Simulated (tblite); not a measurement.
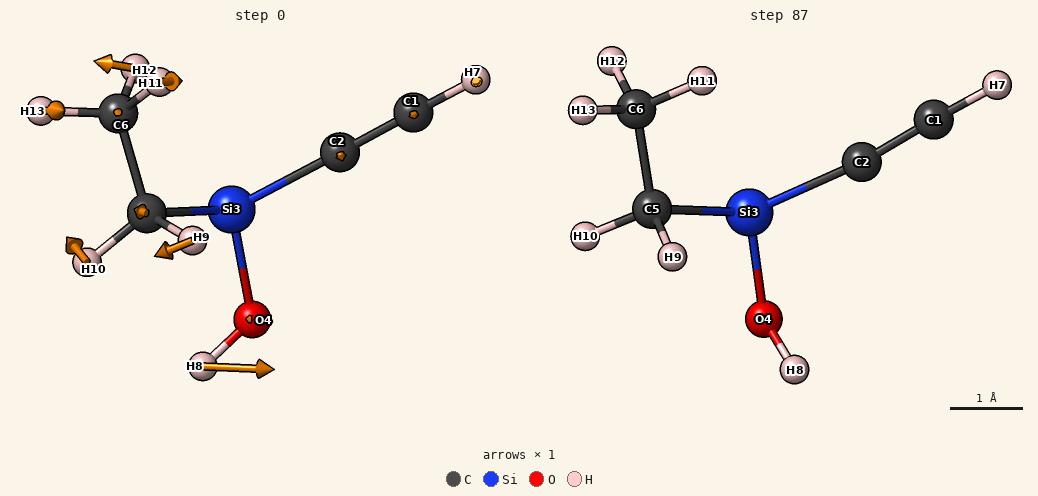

The structure of C4H7OSi (multiplicity 2) before (left) and after (right) a relaxation, at one scale. The orange arrows give the displacements, at their true length.

Style: ball-and-stick. Shown from a free direction.

Level of theory: GFN2-xTB geometry optimisation, gas phase in tblite. 

> Describe what moved and what it gained.

The atom that moves furthest after the best rigid fit is H8 (1.08 Å). Largest moves by element: H 1.08 Å, C 0.26 Å, O 0.10 Å, Si 0.05 Å. Some distances before and after: Si3–O4 1.701 → 1.632 Å, C6–H12 1.131 → 1.088 Å, C5–C6 1.493 → 1.522 Å, C2–Si3 1.813 → 1.842 Å. Bond angles that change, for instance: C1–C2–Si3 179.3° → 171.2°, Si3–O4–H8 116.6° → 122.8°, Si3–C5–H9 103.5° → 108.7°. Groups turn about Si3–O4 by about 100°, C5–C6 by about 50°. Over 87 geometry steps the energy falls by 50.1 kJ/mol. The run took 0.38 s on 1 thread of Arm Neoverse V2 (shared host).
